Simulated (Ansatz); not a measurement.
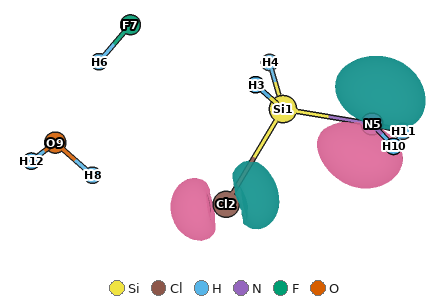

ClH4NSi···HF···H2O. The HOMO at ±0.2 Å⁻³ᐟ² (teal and pink are the two phases), seen across its widest extent.

Theory: Ansatz, RHF/def2-SVP.

Input file:

```
crystal:
  periodic: [false, false, false]
  atoms:
    - { symbol: Si, position_ang: [-0.689828, -0.302546, 0.396962] }
    - { symbol: Cl, position_ang: [0.543262, -2.001194, 0.759084] }
    - { symbol: H, position_ang: [-0.69975, -0.186718, -1.060038] }
    - { symbol: H, position_ang: [-0.050031, 0.747301, 1.185549] }
    - { symbol: "N", position_ang: [-2.287156, -0.512763, 0.943595] }
    - { symbol: H, position_ang: [1.040466, 1.923839, -0.862849] }
    - { symbol: F, position_ang: [0.20501, 2.255388, -0.865433] }
    - { symbol: H, position_ang: [2.438143, -0.463302, -0.224295] }
    - { symbol: O, position_ang: [2.524806, 0.219145, -0.887457] }
    - { symbol: H, position_ang: [-2.972279, -1.023575, 0.422662] }
    - { symbol: H, position_ang: [-2.544142, -0.416901, 1.90715] }
    - { symbol: H, position_ang: [2.491599, -0.238775, -1.714931] }
basis:
  gaussian: { orbitals: def2-SVP }
hamiltonian:
  xc: hf
relax:
  f_tol: 0.03
  max_steps: 50
output:
  orbitals: {}
```

Launched as:

```sh
ansatz run input.yaml --threads 2 --pin off --max-ram 3072MiB --backend cpu --events-out ev --progress --plain --runs-dir out
```

The fields are those of the run's last geometry, not of the input's.

Q: Where does this orbital lie, and at what energy?

A: Its weight (Hirshfeld) is mainly on N5 (about 60 %) and Cl2 (about 20 %). Its energy is −11.42 eV.
